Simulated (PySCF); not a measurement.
```yaml
atoms:
  - { symbol: F, position_ang: [-2.0868, -0.4159, -1.3266] }
  - { symbol: C, position_ang: [-1.9375, 0.1990, -0.1126] }
  - { symbol: C, position_ang: [-0.5728, -0.1216, 0.4921] }
  - { symbol: F, position_ang: [-0.5316, -1.4423, 0.8726] }
  - { symbol: C, position_ang: [0.5731, 0.1219, -0.5012] }
  - { symbol: F, position_ang: [0.5322, 1.4426, -0.8815] }
  - { symbol: C, position_ang: [1.9369, -0.1991, 0.1055] }
  - { symbol: F, position_ang: [2.0847, 0.4157, 1.3196] }
  - { symbol: H, position_ang: [-2.0309, 1.2761, -0.2783] }
  - { symbol: H, position_ang: [-2.7359, -0.1703, 0.5378] }
  - { symbol: H, position_ang: [-0.4220, 0.4773, 1.3990] }
  - { symbol: H, position_ang: [0.4233, -0.4781, -1.4075] }
  - { symbol: H, position_ang: [2.7363, 0.1703, -0.5431] }
  - { symbol: H, position_ang: [2.0305, -1.2758, 0.2723] }
```

Geometry: GFN2-xTB.

Theory: CAM-B3LYP/def2-SVPD, SCF density, gas phase in PySCF 2.14.0.

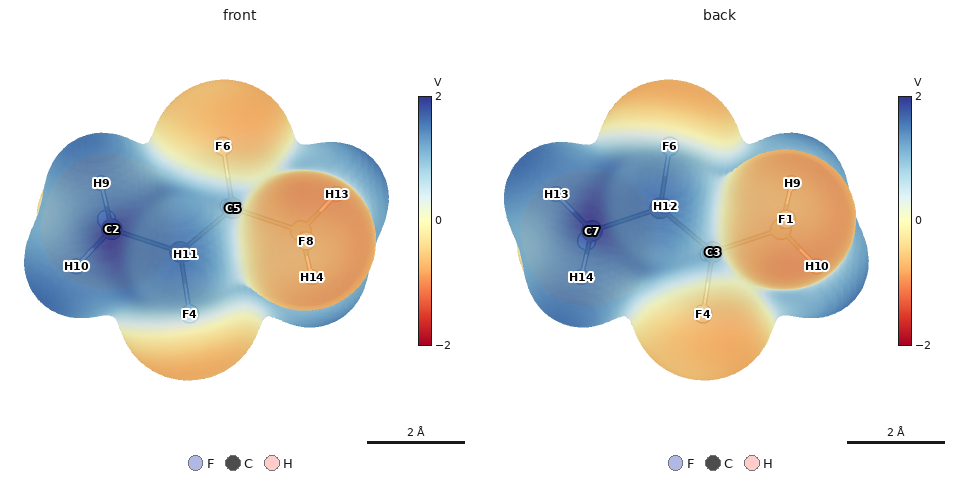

C₄H₆F₄. The molecular electrostatic potential painted on the density surface at 0.004 e/bohr³, seen from the front and from behind; red is negative and blue positive.

Q: Which sites attract a positive test charge, and which a negative one?

A: A positive charge is drawn to the negative regions and a negative charge to the positive ones. The most negative region (about −0.9 V) lies over F1 and F8, the most positive (about +1.9 V) over C2 and C7.

Q: What dipole moment does the calculation give?

A: Its dipole moment is zero.
